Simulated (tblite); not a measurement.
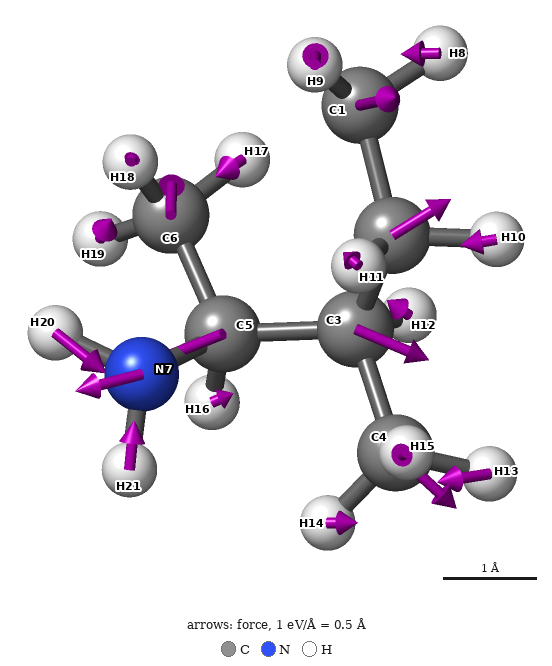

Starting geometry of C$_{6}$H$_{14}$N (multiplicity 2) with the computed forces as purple arrows. Style: ball-and-stick. Shown at a tilt.

Computed with GFN2-xTB geometry optimisation, gas phase in tblite 0.8.0. 

What follows when this structure is relaxed?

Answer. It isn't relaxed: the largest force vector, on a C atom, is 2.43 eV/Å. The final displacements have little in common with the starting forces (cosine between the two patterns 0.26). Over 106 geometry steps the energy falls by 101.1 kJ/mol. The largest move after the best rigid fit is that of an H atom, 0.88 Å. By element the largest moves are H 0.88 Å, C 0.23 Å, N 0.16 Å. Some distances before and after: C–C 1.473 → 1.542 Å, C–H 1.135 → 1.088 Å, H–N 1.053 → 1.014 Å, C–C 1.505 → 1.541 Å. Bond angles that change, for instance: C–C–H 106.8° → 120.7°, C–C–H 112.3° → 119.9°, C–C–N 115.9° → 110.0°. Groups turn about C–C by about 35°, C–C by about 30°, C–N by about 25°. Cost: 0.67 s on 1 thread of Arm Neoverse V1, with other jobs on the host.
